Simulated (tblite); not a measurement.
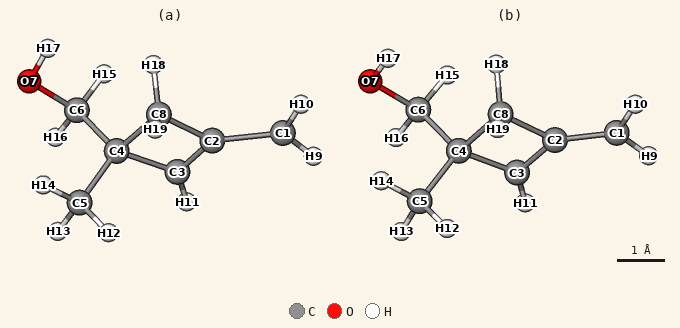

The structure of C$_{7}$H$_{11}$O (multiplicity 2) before (left) and after (right) a relaxation, at one scale.

The picture is a ball-and-stick view, seen at a tilt.

Level of theory: GFN2-xTB geometry optimisation, gas phase (tblite 0.8.0). 

**What changed between the two?**

Over 52 geometry steps the energy falls by 0.709 eV. The largest move after the best rigid fit is that of H17, 0.28 Å. Largest moves by element: H 0.28 Å, C 0.13 Å, O 0.03 Å. Among the contacts that change: C1–C2 1.550 → 1.358 Å, C2–C3 1.323 → 1.391 Å, C3–C4 1.530 → 1.498 Å, C3–H11 1.090 → 1.073 Å. Bond angles that change, for instance: H9–C1–H10 120.8° → 117.7°, C4–C6–H15 112.2° → 109.2°, O7–C6–H15 108.1° → 110.7°.
